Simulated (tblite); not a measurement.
**Geometry relaxation of C₄H₇Se (part 2 of 2)**

The same run, continued: C₄H₇Se, multiplicity 2; GFN2-xTB geometry optimisation, gas phase (tblite 0.8.0). It belongs to a series of runs on one base structure; here: H removed from Se.

**Trajectory as extended XYZ, continued**
```
12
Properties=species:S:1:pos:R:3:forces:R:3 step=37 energy=-414.90061
C     2.0371    0.0896    0.1239    0.0000   0.0090  -0.0270
C     0.8305   -0.1954   -0.3345   -0.0060  -0.0310   0.0200
C    -0.3970   -0.2295    0.5008   -0.0570  -0.0120  -0.0100
C    -1.5730    0.4528   -0.1719   -0.0430   0.0120  -0.0220
Se   -0.8764   -2.1558    0.8247    0.0560  -0.0230   0.0060
H     2.8962    0.0976   -0.5231    0.0370   0.0130  -0.0100
H     2.2148    0.3354    1.1576   -0.0220  -0.0130   0.0220
H     0.6815   -0.4386   -1.3810    0.0080  -0.0010   0.0790
H    -0.2196    0.1754    1.5007    0.0470   0.0100  -0.0460
H    -1.7355    0.0183   -1.1556   -0.0530   0.0170  -0.0440
H    -2.4812    0.3328    0.4144   -0.0170   0.0060   0.0250
H    -1.3762    1.5168   -0.2905    0.0490   0.0130   0.0090
12
Properties=species:S:1:pos:R:3:forces:R:3 step=39 energy=-414.90250
C     2.0333    0.0936    0.1246   -0.0600   0.0450  -0.0440
C     0.8294   -0.2068   -0.3343    0.0700  -0.0470   0.0340
C    -0.4015   -0.2400    0.4979    0.0290   0.0520  -0.0300
C    -1.5721    0.4569   -0.1708   -0.0220   0.0080  -0.0150
Se   -0.8774   -2.1621    0.8162    0.0260  -0.0460   0.0120
H     2.8931    0.1074   -0.5221    0.0280  -0.0100   0.0020
H     2.2055    0.3619    1.1541   -0.0260  -0.0240   0.0080
H     0.6919   -0.4737   -1.3761   -0.0170   0.0150   0.0610
H    -0.2136    0.1668    1.4958    0.0030  -0.0060  -0.0380
H    -1.7436    0.0349   -1.1586   -0.0280   0.0050  -0.0290
H    -2.4783    0.3401    0.4174   -0.0520   0.0010   0.0370
H    -1.3656    1.5203   -0.2785    0.0490   0.0080   0.0030
12
Properties=species:S:1:pos:R:3:forces:R:3 step=41 energy=-414.90395
C     2.0305    0.0988    0.1237   -0.0210   0.0290   0.0060
C     0.8303   -0.2144   -0.3346    0.0490  -0.0200  -0.0010
C    -0.4038   -0.2430    0.4918    0.0420   0.0160  -0.0100
C    -1.5749    0.4602   -0.1718    0.0100  -0.0070   0.0090
Se   -0.8707   -2.1673    0.8154    0.0040  -0.0290   0.0010
H     2.8946    0.1125   -0.5181    0.0040  -0.0170   0.0070
H     2.1968    0.3696    1.1541   -0.0210  -0.0030  -0.0070
H     0.6980   -0.4924   -1.3720   -0.0260   0.0100  -0.0140
H    -0.2093    0.1618    1.4881   -0.0250   0.0150   0.0010
H    -1.7542    0.0451   -1.1623   -0.0140   0.0130   0.0150
H    -2.4780    0.3454    0.4237   -0.0210   0.0090   0.0000
H    -1.3583    1.5231   -0.2725    0.0200  -0.0170  -0.0070
12
Properties=species:S:1:pos:R:3:forces:R:3 step=42 energy=-414.90416
C     2.0301    0.1006    0.1235    0.0000   0.0070   0.0020
C     0.8313   -0.2158   -0.3355    0.0230   0.0010   0.0030
C    -0.4029   -0.2423    0.4902    0.0190  -0.0120   0.0020
C    -1.5753    0.4604   -0.1718    0.0120  -0.0080   0.0130
Se   -0.8694   -2.1681    0.8160    0.0050  -0.0170  -0.0030
H     2.8955    0.1123   -0.5165    0.0030  -0.0120   0.0060
H     2.1946    0.3688    1.1544   -0.0170   0.0090   0.0030
H     0.6984   -0.4935   -1.3724   -0.0220   0.0050  -0.0320
H    -0.2091    0.1615    1.4868   -0.0210   0.0210   0.0050
H    -1.7564    0.0460   -1.1624   -0.0120   0.0130   0.0200
H    -2.4780    0.3460    0.4253   -0.0040   0.0090  -0.0090
H    -1.3576    1.5232   -0.2722    0.0140  -0.0160  -0.0090
12
Properties=species:S:1:pos:R:3:forces:R:3 step=44 energy=-414.90441
C     2.0297    0.1026    0.1232    0.0210  -0.0080   0.0000
C     0.8331   -0.2180   -0.3368   -0.0290   0.0120  -0.0110
C    -0.4010   -0.2429    0.4890   -0.0160  -0.0250   0.0110
C    -1.5747    0.4602   -0.1707    0.0050  -0.0050   0.0070
Se   -0.8694   -2.1699    0.8153    0.0100  -0.0010  -0.0040
H     2.8966    0.1121   -0.5146    0.0100  -0.0040   0.0060
H     2.1903    0.3713    1.1543   -0.0070   0.0140   0.0100
H     0.6985   -0.4959   -1.3739   -0.0090   0.0040  -0.0150
H    -0.2095    0.1620    1.4859   -0.0070   0.0100  -0.0010
H    -1.7589    0.0482   -1.1613   -0.0070  -0.0010   0.0080
H    -2.4779    0.3472    0.4266    0.0140   0.0070  -0.0060
H    -1.3558    1.5224   -0.2716    0.0150  -0.0040  -0.0040
12
Properties=species:S:1:pos:R:3:forces:R:3 step=46 energy=-414.90456
C     2.0298    0.1026    0.1232   -0.0010  -0.0090  -0.0070
C     0.8333   -0.2185   -0.3374   -0.0240   0.0100  -0.0080
C    -0.4010   -0.2448    0.4893   -0.0110   0.0010   0.0010
C    -1.5741    0.4597   -0.1699   -0.0010   0.0010  -0.0050
Se   -0.8673   -2.1715    0.8148    0.0080   0.0010  -0.0010
H     2.8975    0.1119   -0.5138    0.0050  -0.0010   0.0100
H     2.1876    0.3728    1.1544    0.0010   0.0100   0.0080
H     0.6980   -0.4961   -1.3748   -0.0050   0.0040  -0.0020
H    -0.2107    0.1638    1.4852    0.0000  -0.0090  -0.0020
H    -1.7613    0.0496   -1.1604    0.0020  -0.0150  -0.0040
H    -2.4777    0.3487    0.4266    0.0110   0.0070   0.0090
H    -1.3529    1.5212   -0.2717    0.0140   0.0010   0.0020
12
Properties=species:S:1:pos:R:3:forces:R:3 step=48 energy=-414.90468
C     2.0296    0.1016    0.1232   -0.0150  -0.0080   0.0020
C     0.8321   -0.2163   -0.3383    0.0060   0.0010   0.0010
C    -0.4018   -0.2453    0.4892    0.0070   0.0180  -0.0070
C    -1.5744    0.4591   -0.1703   -0.0040   0.0020  -0.0090
Se   -0.8628   -2.1718    0.8163    0.0030  -0.0030  -0.0020
H     2.8987    0.1108   -0.5122   -0.0070   0.0000   0.0080
H     2.1868    0.3697    1.1554    0.0000   0.0060  -0.0030
H     0.6965   -0.4919   -1.3762   -0.0050   0.0040  -0.0030
H    -0.2122    0.1655    1.4841    0.0040  -0.0130   0.0050
H    -1.7633    0.0478   -1.1599    0.0030  -0.0140  -0.0060
H    -2.4771    0.3500    0.4273   -0.0010   0.0080   0.0130
H    -1.3508    1.5201   -0.2732    0.0080  -0.0020  -0.0010
12
Properties=species:S:1:pos:R:3:forces:R:3 step=49 energy=-414.90472
C     2.0293    0.1011    0.1231   -0.0100  -0.0070   0.0090
C     0.8315   -0.2150   -0.3390    0.0150  -0.0020   0.0040
C    -0.4020   -0.2448    0.4888    0.0100   0.0140  -0.0060
C    -1.5747    0.4588   -0.1707   -0.0040   0.0010  -0.0050
Se   -0.8608   -2.1717    0.8171    0.0010  -0.0040  -0.0030
H     2.8994    0.1101   -0.5108   -0.0110   0.0010   0.0030
H     2.1862    0.3679    1.1559   -0.0030   0.0040  -0.0070
H     0.6955   -0.4895   -1.3772   -0.0040   0.0040  -0.0030
H    -0.2127    0.1659    1.4837    0.0070  -0.0100   0.0070
H    -1.7642    0.0463   -1.1597    0.0010  -0.0090  -0.0030
H    -2.4765    0.3507    0.4283   -0.0050   0.0090   0.0100
H    -1.3500    1.5196   -0.2740    0.0030  -0.0020  -0.0060
12
Properties=species:S:1:pos:R:3:forces:R:3 step=51 energy=-414.90478
C     2.0286    0.1006    0.1234    0.0050  -0.0010   0.0090
C     0.8314   -0.2143   -0.3401    0.0040  -0.0040   0.0030
C    -0.4016   -0.2439    0.4880    0.0010  -0.0030   0.0010
C    -1.5749    0.4586   -0.1710    0.0000   0.0000   0.0030
Se   -0.8595   -2.1717    0.8173    0.0010  -0.0010  -0.0060
H     2.8999    0.1094   -0.5087   -0.0080   0.0010  -0.0050
H     2.1847    0.3675    1.1561   -0.0040   0.0020  -0.0010
H     0.6946   -0.4875   -1.3786    0.0010   0.0030   0.0000
H    -0.2124    0.1654    1.4835    0.0070  -0.0050   0.0020
H    -1.7651    0.0444   -1.1594   -0.0020  -0.0020   0.0050
H    -2.4756    0.3518    0.4301   -0.0030   0.0080   0.0010
H    -1.3490    1.5190   -0.2750   -0.0030   0.0010  -0.0130
12
Properties=species:S:1:pos:R:3:forces:R:3 step=53 energy=-414.90482
C     2.0284    0.1001    0.1239    0.0030   0.0070  -0.0030
C     0.8316   -0.2150   -0.3404   -0.0070   0.0000   0.0010
C    -0.4012   -0.2440    0.4878   -0.0050  -0.0090   0.0040
C    -1.5748    0.4587   -0.1709    0.0030   0.0010   0.0060
Se   -0.8594   -2.1722    0.8161    0.0010   0.0010  -0.0050
H     2.8995    0.1095   -0.5081    0.0010   0.0000  -0.0060
H     2.1829    0.3696    1.1559    0.0010  -0.0020   0.0090
H     0.6946   -0.4877   -1.3790    0.0050   0.0000   0.0040
H    -0.2113    0.1643    1.4838    0.0040  -0.0030  -0.0030
H    -1.7657    0.0438   -1.1589   -0.0040  -0.0010   0.0090
H    -2.4753    0.3534    0.4313    0.0020   0.0060  -0.0040
H    -1.3480    1.5188   -0.2760   -0.0040   0.0020  -0.0130
12
Properties=species:S:1:pos:R:3:forces:R:3 step=55 energy=-414.90488
C     2.0282    0.0995    0.1248   -0.0100   0.0120  -0.0140
C     0.8315   -0.2150   -0.3404   -0.0040   0.0040   0.0030
C    -0.4013   -0.2446    0.4879   -0.0040  -0.0020   0.0020
C    -1.5748    0.4588   -0.1705    0.0040   0.0020   0.0010
Se   -0.8575   -2.1730    0.8148   -0.0040  -0.0020  -0.0040
H     2.8987    0.1095   -0.5079    0.0060   0.0010   0.0000
H     2.1813    0.3702    1.1566    0.0070  -0.0070   0.0100
H     0.6945   -0.4863   -1.3793    0.0060  -0.0040   0.0040
H    -0.2101    0.1630    1.4839   -0.0010  -0.0020  -0.0010
H    -1.7673    0.0422   -1.1575   -0.0050  -0.0050   0.0080
H    -2.4752    0.3564    0.4324    0.0060   0.0050  -0.0020
H    -1.3468    1.5184   -0.2794   -0.0010  -0.0020  -0.0050
12
Properties=species:S:1:pos:R:3:forces:R:3 step=56 energy=-414.90491
C     2.0280    0.0994    0.1253   -0.0120   0.0090  -0.0130
C     0.8312   -0.2142   -0.3404    0.0010   0.0040   0.0040
C    -0.4015   -0.2447    0.4879   -0.0010   0.0040   0.0010
C    -1.5749    0.4588   -0.1704    0.0020   0.0010  -0.0030
Se   -0.8557   -2.1732    0.8145   -0.0070  -0.0040  -0.0050
H     2.8984    0.1092   -0.5077    0.0070   0.0030   0.0030
H     2.1809    0.3687    1.1576    0.0090  -0.0080   0.0040
H     0.6943   -0.4842   -1.3796    0.0060  -0.0050   0.0020
H    -0.2097    0.1626    1.4838   -0.0040   0.0010   0.0030
H    -1.7684    0.0406   -1.1564   -0.0060  -0.0070   0.0040
H    -2.4750    0.3583    0.4330    0.0050   0.0040   0.0010
H    -1.3465    1.5180   -0.2820    0.0010  -0.0030  -0.0010
12
Properties=species:S:1:pos:R:3:forces:R:3 step=58 energy=-414.90496
C     2.0275    0.1001    0.1255    0.0010  -0.0010   0.0010
C     0.8307   -0.2127   -0.3407    0.0060   0.0030   0.0020
C    -0.4016   -0.2444    0.4878    0.0020   0.0050   0.0010
C    -1.5751    0.4587   -0.1704   -0.0030  -0.0020  -0.0030
Se   -0.8536   -2.1734    0.8141   -0.0090  -0.0040  -0.0050
H     2.8983    0.1087   -0.5070    0.0040   0.0090   0.0040
H     2.1810    0.3652    1.1592    0.0060  -0.0050  -0.0090
H     0.6942   -0.4808   -1.3803    0.0030  -0.0040  -0.0010
H    -0.2093    0.1622    1.4837   -0.0060   0.0050   0.0060
H    -1.7703    0.0373   -1.1546   -0.0070  -0.0060  -0.0020
H    -2.4744    0.3609    0.4342    0.0000   0.0030   0.0060
H    -1.3463    1.5174   -0.2860    0.0050  -0.0030   0.0000
12
Properties=species:S:1:pos:R:3:forces:R:3 step=60 energy=-414.90501
C     2.0270    0.1012    0.1254    0.0190  -0.0080   0.0130
C     0.8306   -0.2119   -0.3410    0.0010  -0.0010  -0.0030
C    -0.4015   -0.2440    0.4878    0.0010  -0.0030  -0.0010
C    -1.5751    0.4586   -0.1704   -0.0040  -0.0030   0.0020
Se   -0.8540   -2.1741    0.8122   -0.0060   0.0030  -0.0040
H     2.8988    0.1093   -0.5058    0.0010   0.0110  -0.0010
H     2.1808    0.3637    1.1597    0.0020   0.0010  -0.0090
H     0.6949   -0.4798   -1.3809   -0.0020  -0.0010   0.0030
H    -0.2088    0.1617    1.4842   -0.0090   0.0030  -0.0010
H    -1.7727    0.0343   -1.1529   -0.0050  -0.0030  -0.0020
H    -2.4735    0.3637    0.4361   -0.0020   0.0010   0.0070
H    -1.3455    1.5167   -0.2890    0.0060  -0.0010  -0.0020
12
Properties=species:S:1:pos:R:3:forces:R:3 step=62 energy=-414.90509
C     2.0270    0.1021    0.1257    0.0160  -0.0060   0.0090
C     0.8310   -0.2117   -0.3409   -0.0010  -0.0070  -0.0050
C    -0.4013   -0.2446    0.4881   -0.0020  -0.0090  -0.0070
C    -1.5752    0.4585   -0.1700   -0.0010  -0.0020   0.0040
Se   -0.8558   -2.1760    0.8073   -0.0010   0.0150  -0.0010
H     2.8994    0.1121   -0.5045    0.0000   0.0070  -0.0060
H     2.1801    0.3649    1.1598    0.0030   0.0050   0.0040
H     0.6964   -0.4810   -1.3808   -0.0060   0.0040   0.0090
H    -0.2085    0.1602    1.4853   -0.0130  -0.0050  -0.0130
H    -1.7774    0.0303   -1.1501   -0.0010   0.0010   0.0040
H    -2.4721    0.3693    0.4396    0.0020  -0.0010   0.0060
H    -1.3424    1.5154   -0.2939    0.0040  -0.0020  -0.0030
12
Properties=species:S:1:pos:R:3:forces:R:3 step=63 energy=-414.90513
C     2.0274    0.1021    0.1261    0.0030  -0.0010   0.0020
C     0.8312   -0.2118   -0.3406    0.0020  -0.0080   0.0000
C    -0.4014   -0.2452    0.4881   -0.0010  -0.0080  -0.0090
C    -1.5752    0.4585   -0.1698    0.0020   0.0000   0.0020
Se   -0.8565   -2.1769    0.8049    0.0000   0.0170   0.0010
H     2.8996    0.1138   -0.5043    0.0000   0.0030  -0.0060
H     2.1799    0.3658    1.1598    0.0050   0.0040   0.0090
H     0.6968   -0.4817   -1.3804   -0.0060   0.0050   0.0070
H    -0.2090    0.1592    1.4856   -0.0120  -0.0080  -0.0140
H    -1.7797    0.0285   -1.1487    0.0000   0.0020   0.0050
H    -2.4715    0.3722    0.4413    0.0060  -0.0020   0.0050
H    -1.3405    1.5147   -0.2965    0.0020  -0.0040  -0.0020
12
Properties=species:S:1:pos:R:3:forces:R:3 step=65 energy=-414.90519
C     2.0281    0.1021    0.1269   -0.0140   0.0050  -0.0070
C     0.8318   -0.2119   -0.3402    0.0090  -0.0050   0.0090
C    -0.4016   -0.2461    0.4876    0.0000  -0.0010  -0.0040
C    -1.5753    0.4584   -0.1695    0.0040   0.0000  -0.0050
Se   -0.8569   -2.1771    0.8020   -0.0020   0.0060   0.0040
H     2.8998    0.1163   -0.5044   -0.0020  -0.0020  -0.0020
H     2.1806    0.3662    1.1605    0.0040   0.0010   0.0070
H     0.6968   -0.4818   -1.3796   -0.0010   0.0050  -0.0010
H    -0.2106    0.1576    1.4853   -0.0050  -0.0050  -0.0040
H    -1.7829    0.0259   -1.1465   -0.0020   0.0010   0.0000
H    -2.4705    0.3762    0.4439    0.0100  -0.0010   0.0030
H    -1.3380    1.5135   -0.3005    0.0000  -0.0030   0.0010
12
Properties=species:S:1:pos:R:3:forces:R:3 step=67 energy=-414.90521
C     2.0281    0.1026    0.1272   -0.0030   0.0010   0.0000
C     0.8321   -0.2118   -0.3400    0.0020   0.0000   0.0050
C    -0.4016   -0.2464    0.4870    0.0000  -0.0010   0.0010
C    -1.5752    0.4582   -0.1697    0.0020   0.0000  -0.0040
Se   -0.8573   -2.1764    0.8013   -0.0040  -0.0060   0.0040
H     2.8998    0.1168   -0.5042   -0.0030  -0.0010  -0.0010
H     2.1813    0.3653    1.1613    0.0000   0.0010  -0.0010
H     0.6967   -0.4806   -1.3797    0.0030   0.0040  -0.0030
H    -0.2115    0.1570    1.4848    0.0000   0.0000   0.0030
H    -1.7844    0.0242   -1.1456   -0.0040   0.0020  -0.0040
H    -2.4694    0.3775    0.4454    0.0060  -0.0020   0.0020
H    -1.3373    1.5128   -0.3023    0.0000   0.0010  -0.0010
```

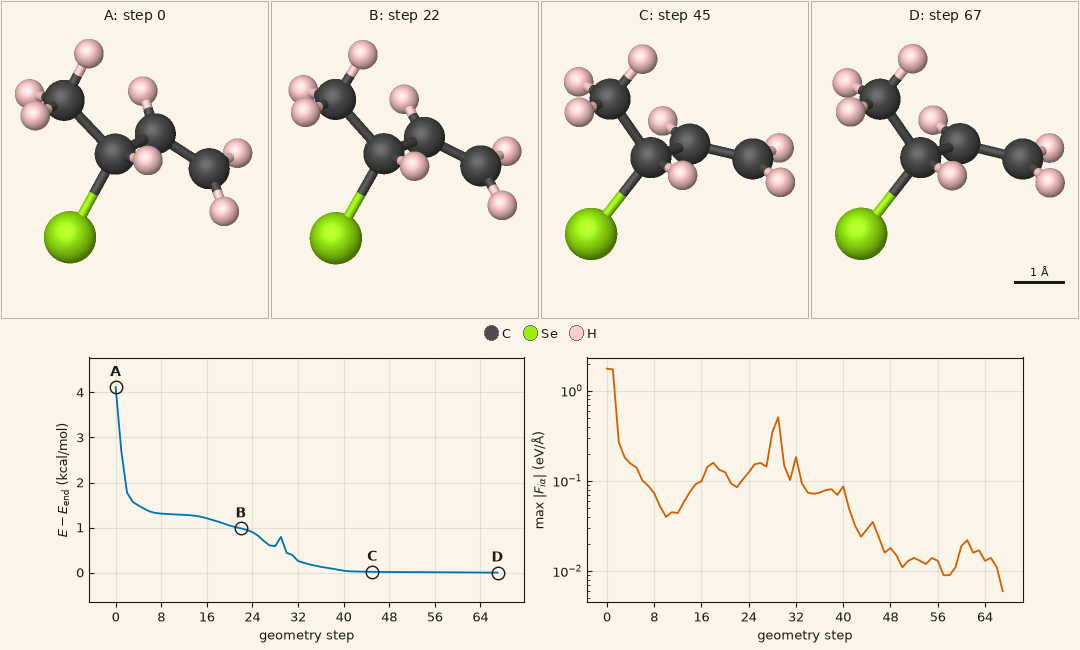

*Frames of the relaxation (ball-and-stick view, seen at a tilt) above the curves, on which the letters mark them (steps are counted from 0).*

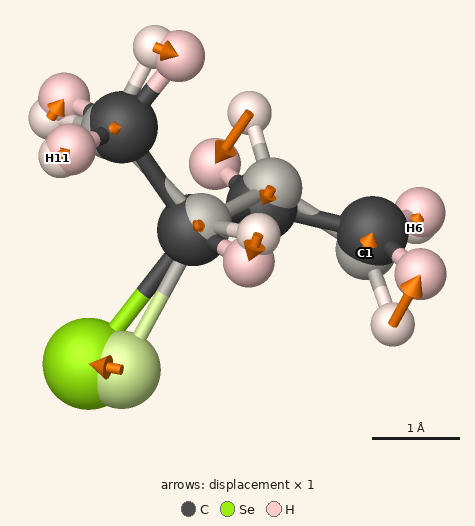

*Start (faint) and end (solid) with the displacements as orange arrows, at true length (ball-and-stick view, seen at a tilt). The two geometries are laid on each other by the best rigid fit.*

The largest move after the best rigid fit is that of H8, 0.78 Å. By element the largest moves are H 0.78 Å, Se 0.42 Å, C 0.25 Å. Among the contacts that change: C3–Se5 1.953 → 2.008 Å, C1–C2 1.353 → 1.322 Å, C4–H11 1.117 → 1.088 Å, C3–C4 1.544 → 1.518 Å. Among the angles that change: C3–C2–H8 121.3° → 115.2°, Se5–C3–H9 108.6° → 104.6°, C1–C2–C3 120.4° → 124.1°. After 67 geometry steps the energy has fallen by 4.12 kcal/mol. The largest force component goes from 1.8 to 0.006 eV/Å. (Atoms are counted from 1 in the order of the input.)

The run was set up as follows.

**Input file**
```
{"job": {"kind": "relax", "xc": "GFN2-xTB", "basis": "xTB"}, "charge": 0, "multiplicity": 2}
C      2.073000    -0.123100     0.145000
C      0.829500     0.044200    -0.360700
C     -0.378400    -0.119900     0.520200
C     -1.644400     0.352500    -0.227800
Se    -0.596100    -1.985600     1.054000
H      2.925300     0.007900    -0.497900
H      2.216800    -0.375000     1.186000
H      0.732900     0.316900    -1.393500
H     -0.264400     0.498800     1.434500
H     -1.810900    -0.267000    -1.128700
H     -2.531700     0.239600     0.441900
H     -1.550400     1.410000    -0.507500
```

The first line tells a small driver script what to run in tblite; the rest is the geometry in Å.

Run as:
```bash
OMP_NUM_THREADS=1 python <driver script> task.json out
```

**Key numbers**

- outcome: converged
- total energy: −414.9052 eV
- hardware: 1 CPU thread, shared host
- peak memory: 0.18 GiB
